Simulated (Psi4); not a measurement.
# A workflow on CH5BO (SMILES CBO)

Aim: a structure relaxation (PBE0-D4/def2-TZVP), then vibrational wavenumbers of CH5BO. 

The results are computed with Psi4 1.11.

**1. The system as given**

CH5BO has 8 atoms, charge 0, and is taken as a singlet. As SMILES, `CBO`. Geometry: relaxed at PBE0-D4/def2-TZVP (4 decimals). This is one conformer, not always the lowest. The run starts from this shape.

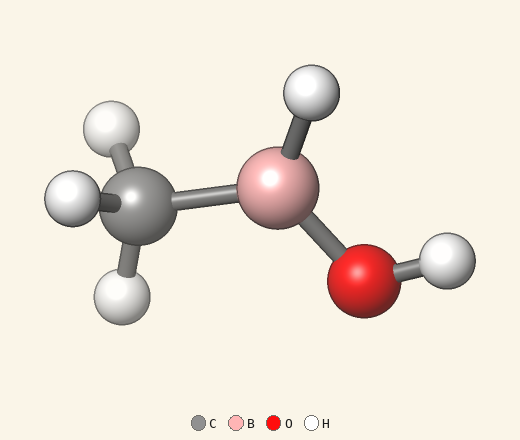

The structure, seen from a chosen angle (carbon grey, boron pink, oxygen red, hydrogen white).

**2. A structure relaxation at PBE0-D4/def2-TZVP (density fitting) (run 1)**

The input, ch5bo.sdf:

```

     RDKit          3D

  8  7  0  0  0  0  0  0  0  0999 V2000
   -0.6186    0.7103   -0.3246 C   0  0  0  0  0  0  0  0  0  0  0  0
    0.5088   -0.2401    0.1802 B   0  0  0  0  0  0  0  0  0  0  0  0
    0.2407   -1.5583    0.3556 O   0  0  0  0  0  0  0  0  0  0  0  0
   -1.5683    0.2012   -0.4994 H   0  0  0  0  0  0  0  0  0  0  0  0
   -0.3085    1.2051   -1.2519 H   0  0  0  0  0  0  0  0  0  0  0  0
   -0.7805    1.5201    0.3957 H   0  0  0  0  0  0  0  0  0  0  0  0
    1.6205    0.1631    0.4208 H   0  0  0  0  0  0  0  0  0  0  0  0
    0.9982   -2.0584    0.6677 H   0  0  0  0  0  0  0  0  0  0  0  0
  2  1  1  0
  3  2  1  0
  4  1  1  0
  5  1  1  0
  6  1  1  0
  7  2  1  0
  8  3  1  0
M  END
$$$$
```

The input, run.py:

```python
import psi4
from rdkit import Chem

psi4.set_memory('1600 MB')
psi4.set_num_threads(1)
psi4.core.set_output_file('run.log', False)

rd = Chem.SDMolSupplier('ch5bo.sdf', removeHs=False, sanitize=False)[0]
xyz = rd.GetConformer().GetPositions()
atoms = '\n'.join(f'{a.GetSymbol()} {x:.4f} {y:.4f} {z:.4f}' for a, (x, y, z) in zip(rd.GetAtoms(), xyz))
m = psi4.geometry('0 1\n' + atoms + '')

psi4.set_options({
    'basis': 'def2-TZVP',
    'geom_maxiter': 60,
})

result = psi4.optimize('pbe0-d4')
print('E =', round(result, 9))
print(m.to_string(dtype='xyz', units='Angstrom'))
```

Run with:

```console
$ python run.py
```

run.log:

```text
[...]
  Running in c1 symmetry.
[...]
  Nuclear repulsion =   66.592600872375016
[...]
  Multiplicity = 1
[...]
  Nalpha       = 12
  Nbeta        = 12
[...]
    Number of basis functions: 123
[...]
   @DF-RKS iter   1:  -140.77153297176230   -4.01147e-01   7.35467e-03 ADIIS/DIIS
[...]
   @DF-RKS iter   6:  -141.12907279015778   -2.18847e-12   4.31526e-09 DIIS
[...]
    Orbital Energies [Eh]
    ---------------------
    Doubly Occupied:
       1A    -19.226177     2A    -10.188026     3A     -6.790531
       4A     -1.059132     5A     -0.716042     6A     -0.573529
       7A     -0.474380     8A     -0.414543     9A     -0.406205
      10A     -0.383915    11A     -0.371609    12A     -0.314766
[...]
  @DF-RKS Final Energy:  -141.12907279015778
   => Energetics <=
    Nuclear Repulsion Energy =             66.5951534220893535
    One-Electron Energy =                -322.8694702261674365
    Two-Electron Energy =                 130.1845862994056233
    DFT Exchange-Correlation Energy =     -15.0367552814022538
    Empirical Dispersion Energy =          -0.0025870040830824
    VV10 Nonlocal Energy =                  0.0000000000000000
    Total Energy =                       -141.1290727901577782
[...]
 Multipole Moments:
 ------------------------------------------------------------------------------------
     Multipole            Electronic (a.u.)      Nuclear  (a.u.)        Total (a.u.)
 ------------------------------------------------------------------------------------
 L = 1.  Multiply by 2.5417464519 to convert [e a0] to [Debye]
 Dipole X            :          1.0692547           -0.6900311            0.3792236
 Dipole Y            :         -2.8252080            2.7162267           -0.1089813
 Dipole Z            :          0.8449276           -0.7156447            0.1292829
 Magnitude           :                                                    0.4152126
[...]
  -Total Gradient:
     Atom            X                  Y                   Z
    ------   -----------------  -----------------  -----------------
       1       -0.000002028921     0.000003876546     0.000053087755
       2        0.000022532129    -0.000054137656    -0.000122072643
       3       -0.000040615808    -0.000007839021     0.000024090899
       4       -0.000009782727     0.000000619873    -0.000003585964
       5        0.000008069452    -0.000012219991     0.000007184390
       6       -0.000008613572     0.000003838414    -0.000005320850
       7       -0.000018544009    -0.000007611192     0.000041339834
       8       -0.000017114471    -0.000014902681     0.000003803603
[...]
    Final optimized geometry and variables:
    Molecular point group: c1
    Full point group: C1
    Geometry (in Angstrom), charge = 0, multiplicity = 1:
    C           -0.663873065809     1.119039033667    -0.404076957705
    B            0.463819167650     0.168667765296     0.100037099666
    O            0.195528237381    -1.149385199765     0.276075412779
    H           -1.613550635155     0.610031897629    -0.578772100053
    H           -0.353974079161     1.614032867000    -1.331209657759
    H           -0.825633921629     1.928490778948     0.316526827520
    H            1.575250932386     0.571851685507     0.341599412672
    H            0.952675631682    -1.649533417064     0.588825606979
```

The script printed:

```text
Some dependencies such as QCElemental have not yet finished migration to pydantic v2. If issues are encountered please downgrade pydantic or upgrade QCElemental as appropriate
	Previous geometry is closer to target in internal coordinates, so using that one.

	Best geometry has RMS(Delta(q)) = 2.20e-07

	Energy has increased in a minimization.
	Energy ratio indicates iffy step.
	Intrafrag trust radius decreased to  0.125.
	Previous geometry is closer to target in internal coordinates, so using that one.

	Best geometry has RMS(Delta(q)) = 1.09e-07

Optimizer: Optimization complete!
E = -141.12907279
8
0 1 BCH5O
C                    -0.663873065809     1.119039033667    -0.404076957705
B                     0.463819167650     0.168667765296     0.100037099666
O                     0.195528237381    -1.149385199765     0.276075412779
H                    -1.613550635155     0.610031897629    -0.578772100053
H                    -0.353974079161     1.614032867000    -1.331209657759
H                    -0.825633921629     1.928490778948     0.316526827520
H                     1.575250932386     0.571851685507     0.341599412672
H                     0.952675631682    -1.649533417064     0.588825606979
```

It took 15 s on 1 thread of AMD EPYC 9R45 (Zen 5), shared host; peak memory 0.86 GiB.

**3. The harmonic vibrations at PBE0-D4/def2-TZVP (density fitting) (run 2)**

The input, ch5bo.in:

```
memory 1600 MB

molecule geom {
  0 1
  C
  B 1 1.558533
  O 2 1.356552 1 119.42956
  H 1 1.091555 2 113.38628 3 -0.06088
  H 1 1.095733 4 108.74168 2 122.89449
  H 1 1.095741 4 108.74091 5 114.20764
  H 2 1.206727 3 118.73831 1 179.92173
  H 3 0.959808 2 113.11473 7 -0.03404
}

set globals {
  reference rks
  t 298.15
  rotational_symmetry_number 1
}

frequencies('pbe0-d4/def2-TZVP')
print_variables()
```

Run with:

```console
$ psi4 ch5bo.in ch5bo.out -n 1
```

ch5bo.out, cut to the lines that bear on the results:

```text
[...]
  Running in c1 symmetry.
[...]
  Nuclear repulsion =   66.595164515606953
[...]
  Multiplicity = 1
[...]
  Nalpha       = 12
  Nbeta        = 12
[...]
    Number of basis functions: 123
[...]
   @DF-RKS iter   1:  -140.77150516037031   -4.01006e-01   7.35510e-03 DIIS/ADIIS
[...]
   @DF-RKS iter  11:  -141.12906884653296   -7.95808e-13   1.66783e-09 DIIS
[...]
  @DF-RKS Final Energy:  -141.12906884653296
   => Energetics <=
    Nuclear Repulsion Energy =             66.6026268003874407
    One-Electron Energy =                -322.8818955402504116
    Two-Electron Energy =                 130.1900049113222337
    DFT Exchange-Correlation Energy =     -15.0372179521705647
    Empirical Dispersion Energy =          -0.0025870658216642
    VV10 Nonlocal Energy =                  0.0000000000000000
    Total Energy =                       -141.1290688465329595
[...]
 Multipole Moments:
[...]
  -Total Gradient:
     Atom            X                  Y                   Z
    ------   -----------------  -----------------  -----------------
       1       -0.000051217257    -0.000076778883    -0.000012288432
       2        0.000131440126    -0.000279816657    -0.000253230820
       3       -0.000033544627     0.000163389405     0.001864480795
       4        0.000000617089    -0.000004652730    -0.000029151790
       5        0.000000016573    -0.000004045170     0.000020782430
       6       -0.000000470226    -0.000002654129    -0.000005114683
       7       -0.000043064911     0.000280843058     0.000323489930
       8       -0.000004207784    -0.000186275329    -0.001903559633
[...]
  ==> Harmonic Vibrational Analysis <==
[...]
  Freq [cm^-1]                 108.6048            385.9184            545.4343
[...]
  IR activ [km/mol]             0.2347              7.1141             46.4237
[...]
  Freq [cm^-1]                 770.0259            794.9564            927.8775
[...]
  IR activ [km/mol]            50.6461              0.5982             66.1646
[...]
  Freq [cm^-1]                 989.1965           1069.0548           1191.8041
[...]
  IR activ [km/mol]            55.7508             17.1621             119.0713
[...]
  Freq [cm^-1]                1307.4374           1393.7721           1451.9174
[...]
  Freq [cm^-1]                1466.1147           2541.6707           3037.1950
[...]
  Freq [cm^-1]                3096.7097           3137.1153           3888.1129
[...]
```

The script printed:

```text
Warning: used thermodynamics relations inappropriate for low-frequency modes: ['108.6048' '385.9184' '545.4343']
```

Run time: 4.9 min. Hardware: 1 thread of AMD EPYC 9R45 (Zen 5), shared host; peak memory 0.83 GiB.

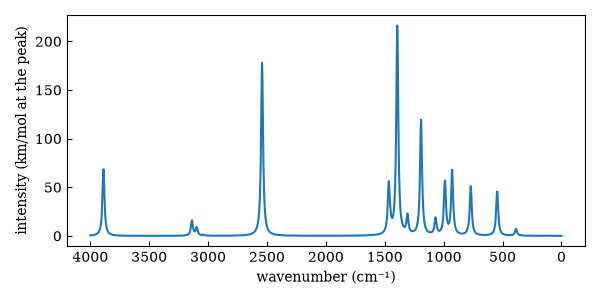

Harmonic infrared spectrum, unscaled, lines broadened by 10 cm⁻¹.

**4. Summary of results**

| quantity | value |
| --- | --- |
| run 1, PBE0-D4/def2-TZVP: total energy at the end | -141.12907 Eh |
| run 1, PBE0-D4/def2-TZVP: dipole moment | 1.06 D |
| run 1, PBE0-D4/def2-TZVP: HOMO energy | -8.57 eV |
| run 1, PBE0-D4/def2-TZVP: LUMO energy | 0.23 eV |
| run 1, PBE0-D4/def2-TZVP: HOMO–LUMO gap | 8.79 eV |
| run 1, PBE0-D4/def2-TZVP: dispersion energy | -6.79 kJ/mol |
| run 2, PBE0-D4/def2-TZVP: lowest harmonic wavenumber | 109 cm⁻¹ |
| run 2, PBE0-D4/def2-TZVP: highest harmonic wavenumber | 3888 cm⁻¹ |
| run 2, PBE0-D4/def2-TZVP: zero-point energy | 168.1 kJ/mol |
| run 2, PBE0-D4/def2-TZVP: ideal-gas entropy at 298.15 K (symmetry number 1 as used) | 65.1 cal/(mol K) |

The optimisation (run 1, PBE0-D4/def2-TZVP) took 2 steps and changed the energy by +0.000 eV. All 18 modes (run 2, PBE0-D4/def2-TZVP) are real, so the shape is a minimum at this level.
